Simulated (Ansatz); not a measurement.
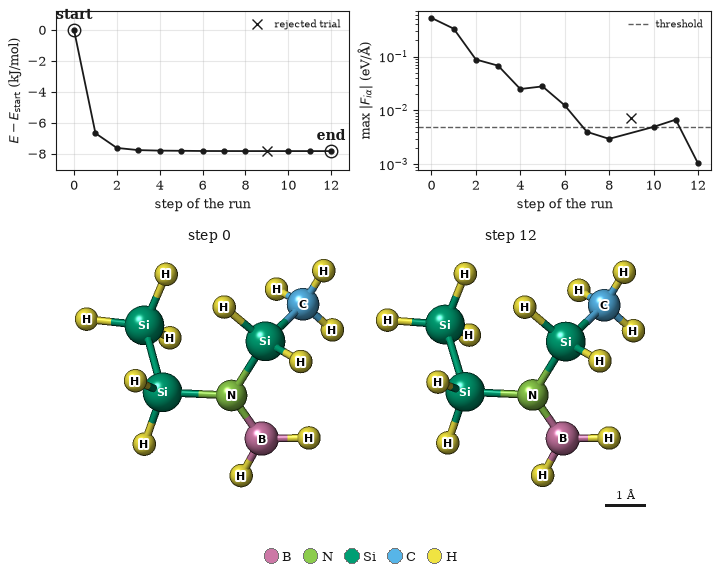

First and last geometry of a relaxation of CH$_{12}$BNSi$_{3}$, with the history of the run. A ball-and-stick model, seen at a tilt.

The start comes from PBE-D4/def2-SVP.

Level of theory: Ansatz 0.2.0, RKS PBE0-D4/def2-TZVP.

Input file:
```yaml
crystal:
  periodic: [false, false, false]
  atoms:
    - {symbol: B, position_ang: [-1.059090, 0.892709, 1.812841]}
    - {symbol: N, position_ang: [0.032113, 0.421642, 1.038581]}
    - {symbol: Si, position_ang: [0.251337, -1.358042, 0.899888]}
    - {symbol: C, position_ang: [-1.091142, -2.107442, -0.182188]}
    - {symbol: Si, position_ang: [1.096796, 1.533837, 0.127502]}
    - {symbol: Si, position_ang: [0.753322, 1.207020, -2.182103]}
    - {symbol: H, position_ang: [-1.287067, 2.086948, 1.904215]}
    - {symbol: H, position_ang: [-1.774268, 0.081985, 2.385454]}
    - {symbol: H, position_ang: [0.240357, -1.955451, 2.277604]}
    - {symbol: H, position_ang: [1.607777, -1.569689, 0.278363]}
    - {symbol: H, position_ang: [-2.091658, -1.918655, 0.256604]}
    - {symbol: H, position_ang: [-0.953279, -3.204414, -0.274255]}
    - {symbol: H, position_ang: [-1.066841, -1.668591, -1.200499]}
    - {symbol: H, position_ang: [2.536468, 1.248975, 0.469251]}
    - {symbol: H, position_ang: [0.763305, 2.944563, 0.520734]}
    - {symbol: H, position_ang: [-0.672590, 1.538593, -2.536436]}
    - {symbol: H, position_ang: [1.674153, 2.072271, -3.001904]}
    - {symbol: H, position_ang: [1.002706, -0.235061, -2.542053]}
basis:
  gaussian: {orbitals: def2-TZVP}
hamiltonian: {xc: pbe0, dispersion: d4}
relax: {f_tol: 0.005, max_steps: 150}
```

Command:
```bash
ansatz run in.yaml --threads 4 --pin off --events-out ev --progress --plain --max-ram 11315MiB
```

Q: Read the history and describe the run.

A: It converged. After 11 accepted moves (12 points after the start) the energy has fallen by 7.82 kJ/mol. The largest force component goes from 0.52 to 0.0011 eV/Å. The line search rejected the trial step at point 9 of the run. H15 moves most after the best rigid fit: 0.090 Å. Largest moves by element: H 0.090 Å, Si 0.052 Å, B 0.036 Å, C 0.028 Å, N 0.024 Å. Among the contacts that change: N2–Si3 1.798 → 1.762 Å, N2–Si5 1.789 → 1.755 Å, B1–H7 1.219 → 1.199 Å, Si3–C4 1.880 → 1.860 Å.
